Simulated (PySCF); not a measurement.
Bond stretch in BeF, doublet.

UMP2 = MP2 on UHF/cc-pVTZ, 1 core orbital frozen run with PySCF; ROKS-LDA (SVWN5) = restricted open-shell LDA (SVWN5)/cc-pVTZ run with PySCF; UCCSD = PySCF 2.14.0 with CCSD on UHF/cc-pVTZ, 1 core orbital frozen; ROKS-BLYP = restricted open-shell BLYP/cc-pVTZ (PySCF).

Energies are in kcal/mol, each relative to the lowest point of its own curve near equilibrium.

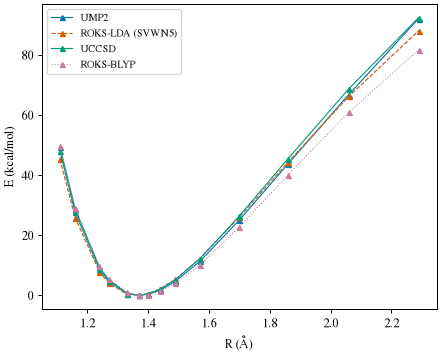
Energy against bond length for each method.

```csv
R / Å,UMP2,ROKS-LDA (SVWN5),UCCSD,ROKS-BLYP
1.11,49.4,45.3,47.9,49.7
1.16,28.7,25.8,27.6,29.2
1.24,9.3,7.8,8.6,9.7
1.27,5.2,4.1,4.7,5.6
1.33,0.8,0.4,0.6,0.9
1.37,0.0,0.0,0.0,0.0
1.40,0.3,0.5,0.5,0.2
1.44,1.7,2.2,2.0,1.3
1.49,4.6,5.3,5.2,3.9
1.57,11.3,12.2,12.2,10.0
1.70,25.0,26.0,26.3,22.8
1.86,43.7,44.3,45.4,40.0
2.06,66.8,66.2,68.7,60.9
2.29,92.1,88.0,92.4,81.7
```

At the longest distance, 2.29 Å, UCCSD lies highest above its minimum (92.4 kcal/mol) and ROKS-BLYP lowest (81.7 kcal/mol).

The scan ran from 1.11 to 5.50 Å; beyond the distances shown one of the unrestricted levels run for this scan, shown here or not, changes its spin distribution in one step.
